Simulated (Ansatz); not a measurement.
**AlNH3S (SMILES [NH2][Al][SH]) at UB3LYP/def2-SVPD**

What is the energy change on altering one bond length of AlNH3S at UB3LYP/def2-SVPD? 

The calculation is run with Ansatz 0.2.0.

59 further runs of the same task are left out: 59 set aside as unsound or not needed. Runs told in other sessions of the task aren't counted.

## 1. The structure to begin with

AlNH3S has 6 atoms, charge 0, and is taken as a doublet. As SMILES, `[NH2][Al][SH]`. The coordinates come from a PBE0-D4/def2-TZVP relaxation. This is one conformer, not always the lowest.

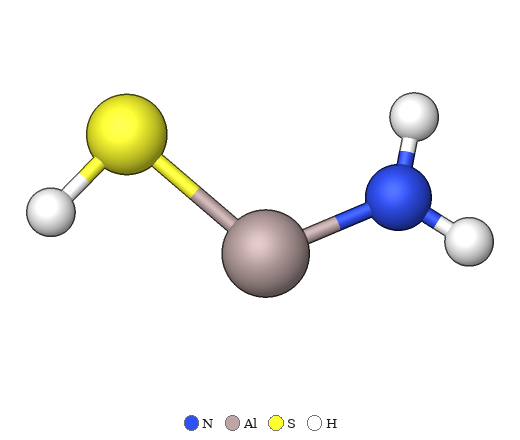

Viewed from a chosen angle; nitrogen blue, aluminium light grey, sulfur yellow, hydrogen white.

## 2. A single-point energy at UB3LYP/def2-SVPD

run.yaml reads:

```yaml
crystal:
  periodic: [false, false, false]
  atoms:
    - {symbol: "N", position_ang: [-0.909500, 0.196700, -0.977100]}
    - {symbol: Al, position_ang: [0.142900, -0.793800, 0.045400]}
    - {symbol: S, position_ang: [1.372100, 0.308200, 1.511800]}
    - {symbol: H, position_ang: [-0.980700, 1.201900, -0.933300]}
    - {symbol: H, position_ang: [-1.523300, -0.168400, -1.686700]}
    - {symbol: H, position_ang: [1.940700, -0.808600, 1.993700]}
basis:
  gaussian: {orbitals: def2-SVPD}
magnetization: {spin_polarized: true, initial_magnetization: 1}
hamiltonian: {xc: {name: B3LYP}}
accuracy: high
output: {orbitals: {seedname: orbitals}}
```

Started as:

```
$ ansatz run run.yaml --threads 1 --pin off --max-ram 2610MiB --events-out events.jsonl --progress --plain --runs-dir runs
```

The program printed:

```text
Warning: RAYON_NUM_THREADS=1 ignored (pool sized by the plan → 1); use --threads N
Functional definition: B3LYP
  name "B3LYP"
  parameter a0 = 0.2
  parameter ax = 0.72
  parameter ac = 0.81
  exchange = (1 - a0 - ax)*slater_x + ax*b88_x + a0*exact_x
  correlation = (1 - ac)*vwn_rpa_c + ac*lyp_c
1837 factors; integrals over basis functions are off by at most 4.0e-9 eV
mean field evaluation 1: about -18958.8625 eV, gradient 4.4e1 eV
mean field evaluation 2: about -18923.7051 eV, gradient 8.0e1 eV
mean field evaluation 4: about -18966.8423 eV, gradient 5.7e0 eV
mean field evaluation 8: about -18967.1028 eV, gradient 7.2e-1 eV
mean field evaluation 16: about -18967.1066 eV, gradient 4.2e-4 eV
mean field -18967.10658572 eV, -697.0283106584 hartree, gradient 2.6e-8 eV, S^2 0.751712; 0 other end points of the search recorded, 0 dependent functions left out
reference -18967.10662224 eV, -697.0283120007 hartree; 20, 19 occupied and 75, 76 virtual orbitals, 1837 factors
Total energy: -18967.10662224 eV, -697.0283120007 hartree
```

It took 22 s on 1 thread of Arm Neoverse N1, shared host; peak memory 0.41 GiB.

## 3. The distorted shape at the same level

molecule.yaml reads:

```yaml
crystal:
  periodic: [false, false, false]
  atoms:
    - symbol: "N"
      position_ang: [-2.172397, 1.385316, -2.204116]
    - symbol: Al
      position_ang: [0.142900, -0.793800, 0.045400]
    - symbol: S
      position_ang: [1.372100, 0.308200, 1.511800]
    - symbol: H
      position_ang: [-2.243597, 2.390516, -2.160316]
    - symbol: H
      position_ang: [-2.786197, 1.020216, -2.913716]
    - symbol: H
      position_ang: [1.940700, -0.808600, 1.993700]
basis:
  gaussian: {orbitals: def2-SVPD}
total_charge: 0
accuracy: high
hamiltonian: {xc: {name: B3LYP}}
magnetization: {spin_polarized: true, initial_magnetization: 1}
output: {orbitals: {seedname: orbitals}}
```

Started as:

```
$ ansatz run molecule.yaml --threads 1 --pin off --max-ram 2610MiB --events-out events.jsonl --progress --plain --runs-dir runs
```

The program printed:

```text
Warning: RAYON_NUM_THREADS=1 ignored (pool sized by the plan → 1); use --threads N
[... 7 set-up lines as earlier in the session ...]
1807 factors; integrals over basis functions are off by at most 3.9e-9 eV
mean field evaluation 1: about -18948.5639 eV, gradient 4.9e1 eV
mean field evaluation 2: about -18712.1368 eV, gradient 9.2e1 eV
mean field evaluation 4: about -18956.2332 eV, gradient 2.5e1 eV
mean field evaluation 8: about -18956.3083 eV, gradient 2.5e1 eV
mean field evaluation 16: about -18964.2930 eV, gradient 1.4e-1 eV
mean field -18964.29340840 eV, -696.9249282989 hartree, gradient 6.4e-8 eV, S^2 0.753214; 0 other end points of the search recorded, 0 dependent functions left out
reference -18964.29344939 eV, -696.9249298054 hartree; 20, 19 occupied and 75, 76 virtual orbitals, 1807 factors
Total energy: -18964.29344939 eV, -696.9249298054 hartree
```

It took 21 s on 1 thread of Arm Neoverse N1, shared host; peak memory 0.39 GiB.

## 4. What came out

At UB3LYP/def2-SVPD:

| quantity | value |
| --- | --- |
| first shape: total energy | -697.02831 Eh |
| first shape: HOMO energy (highest over α and β) | -5.63 eV |
| first shape: LUMO energy (lowest over α and β) | -2.89 eV |
| first shape: ⟨S²⟩ | 0.752 |
| distorted shape: total energy | -696.92493 Eh |
| distorted shape: HOMO energy (highest over α and β) | -5.83 eV |
| distorted shape: LUMO energy (lowest over α and β) | -3.66 eV |
| distorted shape: ⟨S²⟩ | 0.753 |
| energy change with the N1–Al2 bond stretched from 1.770 to 3.895 Å | 2.813 eV |

In words: With the N1–Al2 bond stretched from 1.770 to 3.895 Å the energy rises by 2.81 eV (65 kcal/mol). The first shape isn't relaxed at this level, so the change isn't measured from a minimum.
